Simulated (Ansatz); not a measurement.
**CH5BS: atomisation energy from a Python script**

The task is an atomisation energy, for CH5BS.

Computed with Ansatz 0.2.0, driven from Python. Level of theory: CAM-B3LYP/cc-pVTZ.

**1. The system**

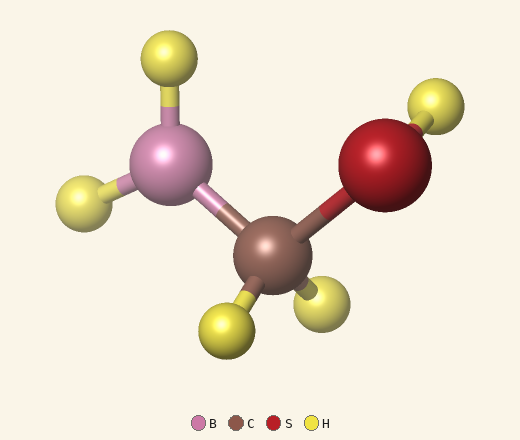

The structure that the script starts from, seen from a chosen angle (boron pink, carbon brown, sulfur red, hydrogen yellow).

No structure file is read: the coordinates are typed or built in the script.

**2. Script**

Input file ch5bs_tae.py:

```python
'''Atomisation energy of CH5BS at the given geometry.'''

from collections import Counter
import logging
import sys

import ansatz as az

logging.basicConfig(stream=sys.stdout, format='%(levelname)s %(message)s')
log = logging.getLogger('calc')
log.setLevel(logging.INFO)


def energy_of(molecule, charge=0, unpaired=0):
    calc = molecule.calculation().basis(gaussian='cc-pVTZ').functional('cam_b3lyp')
    if charge:
        calc = calc.charge(charge)
    if unpaired:
        calc = calc.spin('collinear', total=unpaired)
    return calc.run(threads=1, pin='off').report['free_energy_ev']

GEOMETRY = '''
B    -0.58330    0.50560   -0.70600
C     0.57070    0.17300    0.24630
S     0.69440   -1.62720    0.39230
H    -1.22020   -0.27970   -1.22260
H    -0.87120    1.67830   -0.95630
H     0.40090    0.63930    1.24640
H     1.54250    0.58630   -0.17100
H    -0.44160   -1.73270    1.11520
'''


def main() -> None:
    molecule = az.Crystal.molecule()
    for line in GEOMETRY.strip().splitlines():
        symbol, *xyz = line.split()
        molecule = molecule.atom(symbol, [float(v) for v in xyz])

    # Hund ground states
    unpaired = {'B': 1, 'C': 2, 'S': 2, 'H': 1}
    counts = Counter(site.symbol for site in molecule.cartesian_sites)
    atom_energy = {s: energy_of(az.Crystal.molecule().atom(s, (0, 0, 0)), 0, unpaired[s]) for s in counts}
    whole = energy_of(molecule, 0, 0)
    for s, e in atom_energy.items():
        log.info(f'{s:2s} x{counts[s]}  {e:14.5f} eV')
    log.info(f'CH5BS: {whole:.5f} eV')
    split = sum(counts[s] * e for s, e in atom_energy.items()) - whole
    log.info(f'atomisation energy (no zero-point term): {96.485332 * split:.1f} kJ/mol, {split / sum(counts.values()):.3f} eV an atom')


if __name__ == '__main__':
    main()
```

**3. Running it**

The run is started by

```
python ch5bs_tae.py
```

Standard output:

```text
INFO B  x1      -670.50322 eV
INFO C  x1     -1029.57304 eV
INFO S  x1    -10833.75380 eV
INFO H  x5       -13.57340 eV
INFO CH5BS: -12629.34015 eV
INFO atomisation energy (no zero-point term): 2667.2 kJ/mol, 3.455 eV an atom
```

Wall time 5.4 s (1 thread of Arm Neoverse V2, shared host); peak memory 0.38 GiB.

**4. Run by run**

The 5 runs, in the order started:

```tsv
run	system	unpaired or total moment	energy (eV)	<S²>	SCF cycles	CPU time (s)
1	B	1	-670.5032	0.75	13	0.2
2	C	2	-1029.5730	2.00	11	0.17
3	S	2	-10833.7538	2.00	12	0.31
4	H	1	-13.5734	0.75	9	0.09
5	CH5BS	not set	-12629.3402	0.00	16	4.2
```

Totals carry meaning only in balanced differences at one level of theory.

**5. Outcome**

```
                         quantity          value
atomisation energy, no zero point  2667.2 kJ/mol
                    runs compared              5
```

In words: Zero-point motion and spin-orbit terms of the atoms are left out, and both would lower it. 2667.2 kJ/mol from the electronic energies, without the zero-point term. The geometry is a force-field or estimated start, not a minimum of this method, and the basis set is short of its limit. All parts are taken at fixed geometry, without zero-point energy. For Al to Cl the sets with a tight d function, cc-pV(X+d)Z, are usual.
